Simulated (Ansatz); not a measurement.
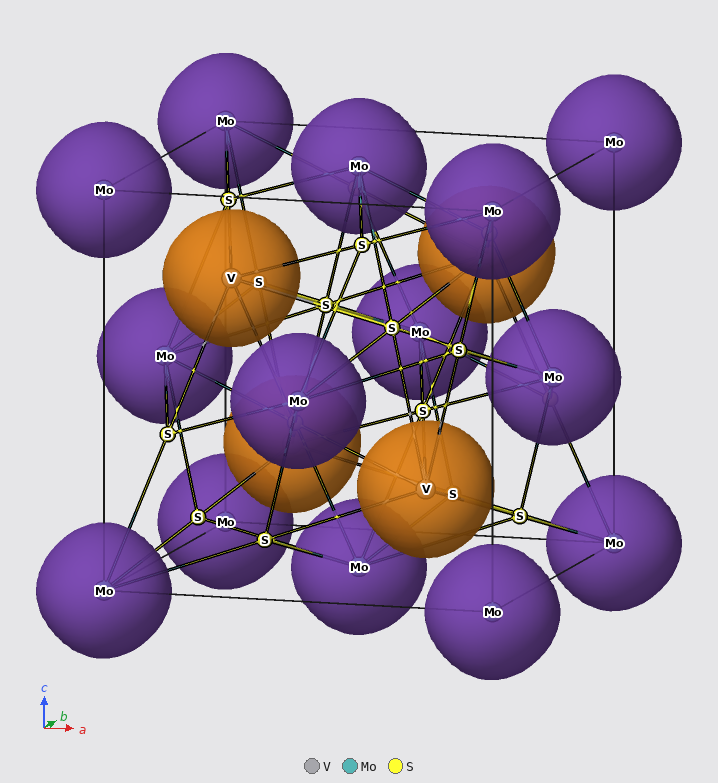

The picture shows: VMoS4. Isosurfaces of the spin density (up minus down) at +0.06 (orange) and −0.06 e/Å³ (purple), seen slightly off an axis. Sticks mark near contacts.

Space group F-43m; a structure generated by program, which may or may not match a known phase; spin-polarised.

The calculation used DFT PBE, scalar-relativistic, plane waves, PAW in Ansatz.

In a PAW calculation such maps are meaningful between the atoms, not at the nuclei.

**Describe the spin distribution.**

The spin density sits on V: +2.3 μB (×4); Mo: −1.3 μB (×4) in one cell of 24 atoms: ferrimagnetic (opposed moments on unlike sites) in this solution. The cell of the calculation (6 atoms) carries 1.1 μB of net spin moment.
